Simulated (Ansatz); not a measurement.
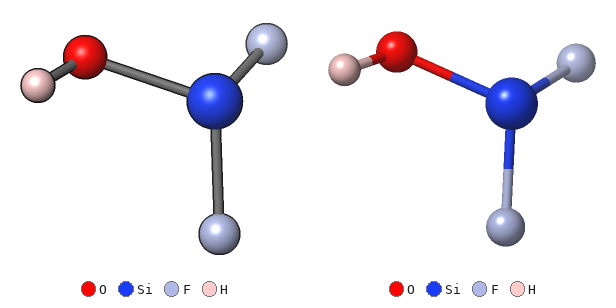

Both panels show the same species.

The species is neutral and a spin doublet. The computed structure is the end point of a PBE0-D4/def2-TZVP optimisation.

Identify the structure.

It has 5 atoms: 2 fluorine, 1 hydrogen, 1 oxygen and 1 silicon (F2HOSi). Its SMILES string is `O[Si](F)F`. Among its groups: Si–O bond. The point group is C1. It is an open-shell species. Coordination: 1 O bent; 1 Si trigonal pyramidal.

More results for the same structure follow; atom numbers are the same in all pictures, views and colours differ.

## Shape

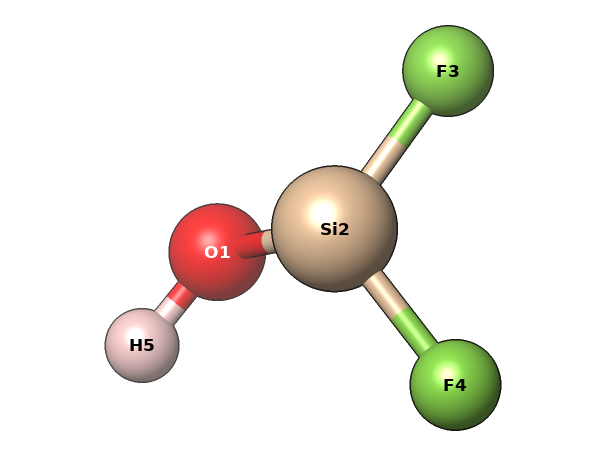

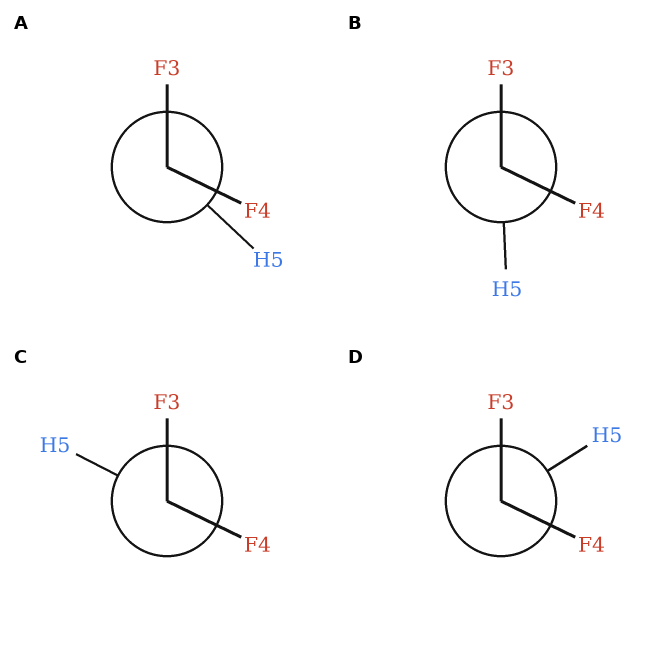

Distant atoms are faded towards the background colour. Bonds that would overlap in a projection are set slightly apart.

Question: Which Newman projection shows the view along Si2–O1, with Si2 in front?

Answer: B. The torsion angle F3–Si2–O1–H5 is 177°, antiperiplanar (anti).

## Vibrations

Harmonic vibrations computed with UKS PBE0-D4/def2-TZVP (Ansatz 0.2.0) at a stationary point of the same level.

Question: List the wavenumbers.

Answer: 9 modes: 180, 291, 301, 400, 781, 821, 944, 971, 3916 cm⁻¹.

## Thermal motion

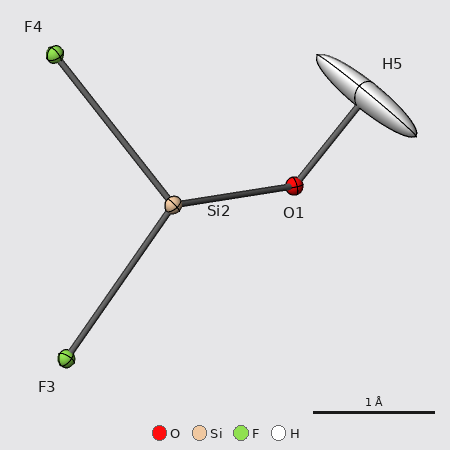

Displacement ellipsoids at the 50 % level, from the internal vibrations of the free molecule (harmonic, no overall translation or rotation; no half-axis is drawn under 0.075 Å). Vibrations computed with UKS PBE0-D4/def2-TZVP (Ansatz 0.2.0). Temperature: 200 K.

Give the displacement parameters, one line for each set of equivalent atoms.

```tsv
atom	U_eq (Å²)	rms amplitudes (Å)
O1	0.0014	0.027, 0.040, 0.044
Si2	0.00076	0.025, 0.027, 0.030
F3	0.0012	0.018, 0.038, 0.042
F4	0.0013	0.017, 0.037, 0.046
H5	0.0556	0.075, 0.153, 0.371
```

## Levels of theory compared

Program: Ansatz 0.2.0.

Tabulate dipole (D), HOMO energy (eV) at these levels: B3LYP-D4/def2-TZVPP; PBE-D4/def2-TZVPP; r2SCAN-D4/def2-TZVPP; ωB97M-V/def2-TZVPP.

```csv
level,dipole (D),HOMO energy (eV)
B3LYP-D4/def2-TZVPP,2.40,−6.80
PBE-D4/def2-TZVPP,2.26,−5.71
r2SCAN-D4/def2-TZVPP,2.33,−6.12
ωB97M-V/def2-TZVPP,2.40,−8.90
```
